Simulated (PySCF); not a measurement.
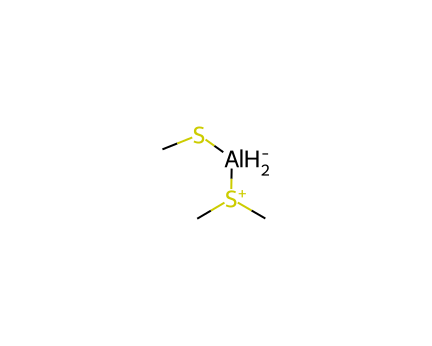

A structural formula.

Give its SMILES.

C[S][AlH2-][S+](C)C

Give the formula, hydrogens included.

C3H11AlS2.

An optimisation with GFN2-xTB gave a structure of which point group?

C1. Other conformers may differ.

The parts below concern this one geometry. Atoms keep their numbers from picture to picture. Computed geometry: GFN2-xTB optimisation. No frequency run is at hand to confirm it as a minimum.

Shape

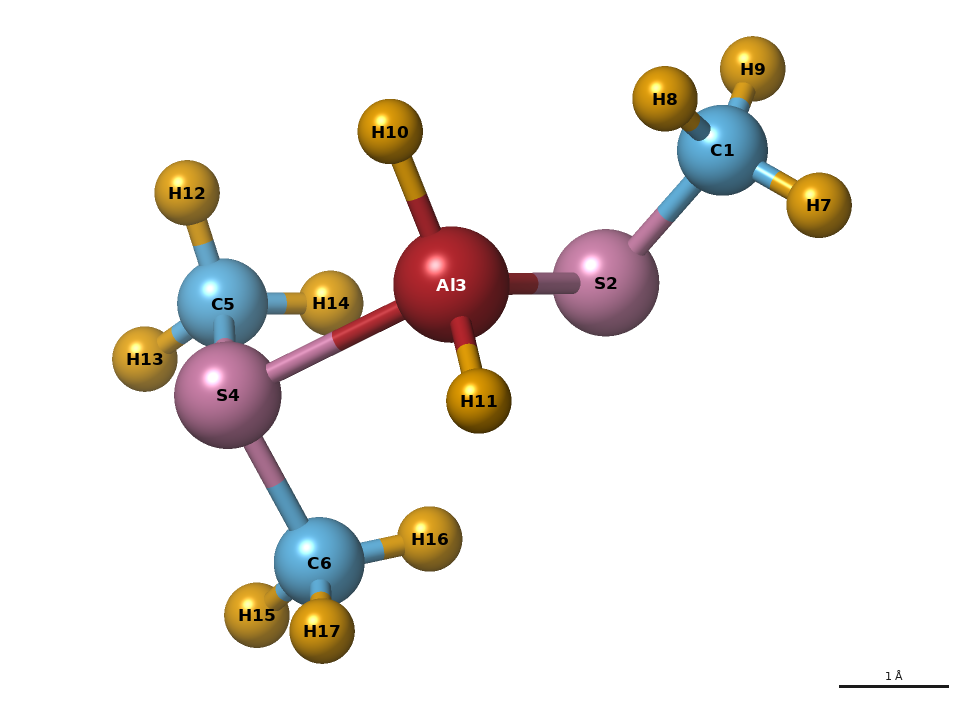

The atoms are numbered. No frequency run is at hand to confirm it as a minimum.

Estimate the angles C1–S2–Al3, S2–C1–H7, S2–C1–H8, S2–Al3–S4, S2–Al3–H10, S2–Al3–H11, Al3–S4–C5, Al3–S4–C6, S4–Al3–H10, S4–C6–H15, S4–C6–H16, S4–C6–H17.

```csv
angle,degrees
C1–S2–Al3,91.8
S2–C1–H7,109.0
S2–C1–H8,110.5
S2–Al3–S4,105.2
S2–Al3–H10,113.0
S2–Al3–H11,116.4
Al3–S4–C5,98.5
Al3–S4–C6,93.2
S4–Al3–H10,98.6
S4–C6–H15,108.8
S4–C6–H16,110.0
S4–C6–H17,107.0
```

NMR shielding

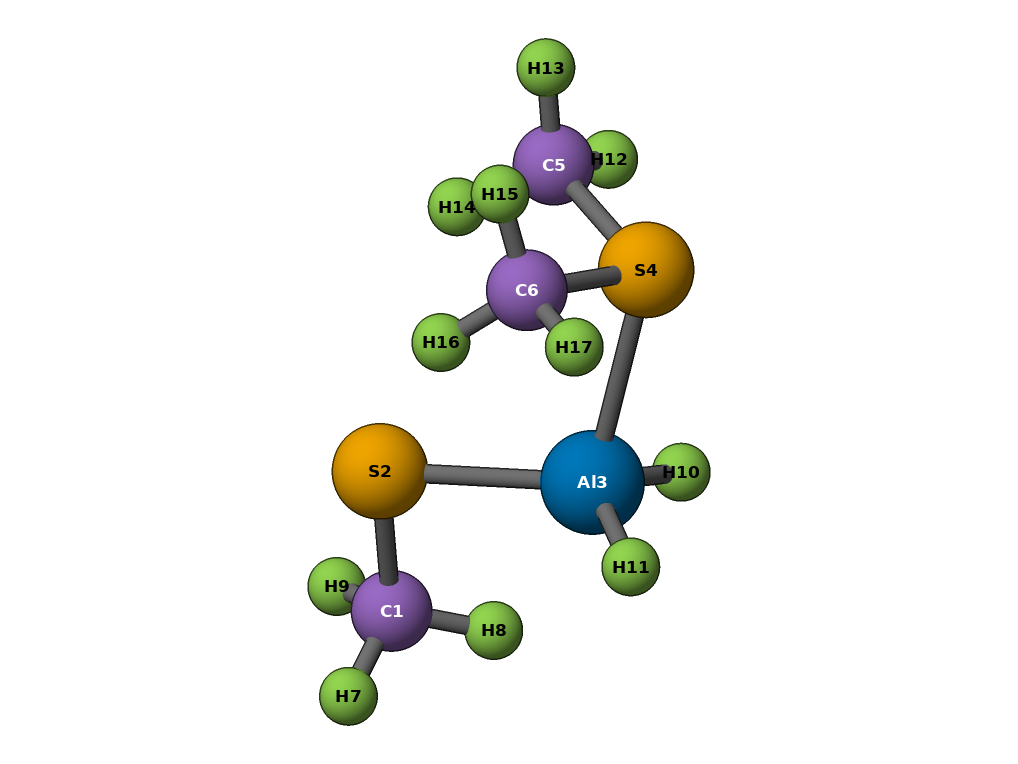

No frequency run is at hand to confirm it as a minimum. Properties computed with GIAO PBE0/pcSseg-1 NMR shielding, non-relativistic, gas phase (PySCF 2.14.0). Principal shieldings σ11 ≤ σ22 ≤ σ33, span Ω = σ33 − σ11, skew κ = 3(σiso − σ22)/Ω.

Give the shielding tensors of the Al atoms.

| atom | σ11 | σ22 | σ33 | σiso | Ω | κ |
| --- | --- | --- | --- | --- | --- | --- |
| Al3 | 378.8 | 420.9 | 436.8 | 412.2 | 58.0 | −0.45 |

Shieldings and span in ppm.

Charges

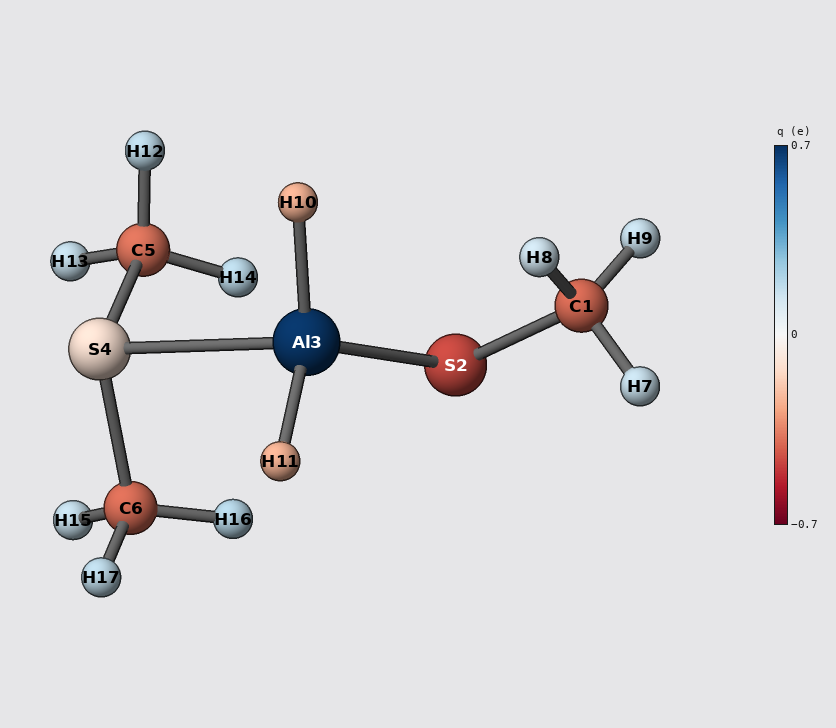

Atoms are coloured by their Mulliken charges. No frequency run is at hand to confirm it as a minimum. Level of theory: PBE0/pcSseg-1, gas phase (PySCF 2.14.0).

Which atom carries the highest charge (most positive or least negative)?

Al3 (0.68 e).

And the lowest?

S2 (−0.46 e).

Give the Mulliken charges atom by atom.

```tsv
atom	value (e)
C1	−0.39
S2	−0.46
Al3	0.68
S4	−0.10
C5	−0.38
C6	−0.39
H7	0.15
H8	0.14
H9	0.15
H10	−0.24
H11	−0.24
H12	0.18
H13	0.16
H14	0.19
H15	0.16
H16	0.20
H17	0.18
```

Quadrupole coupling

No frequency run is at hand to confirm it as a minimum. Electric field gradients from the ground-state density, PBE0/pcSseg-1 (PySCF 2.14.0), non-relativistic apart from any core potentials.

Give the largest field-gradient component, the quadrupole coupling constant and the asymmetry for 33S at S2 (Q = −67.81 mb), 27Al at Al3 (Q = 146.6 mb), 33S at S4 (Q = −67.81 mb), 2H at H7 (Q = 2.86 mb), 2H at H8 (Q = 2.86 mb), 2H at H9 (Q = 2.86 mb), 2H at H10 (Q = 2.86 mb).

```tsv
atom	V_zz (a.u.)	e²qQ/h (MHz)	η
S2	2.309	−36.8	0.68
Al3	0.891	30.7	0.70
S4	−2.274	36.2	0.76
H7	0.315	0.212	0.02
H8	0.303	0.204	0.09
H9	0.317	0.213	0.03
H10	0.128	0.086	0.06
```

Mulliken values depend strongly on the basis set and can even reverse the polarity of a bond. The geometry is semi-empirical. Around Al such bond lengths and angles can be off by a tenth of an ångström or more and by several degrees, and values that hang on the shape move with them.
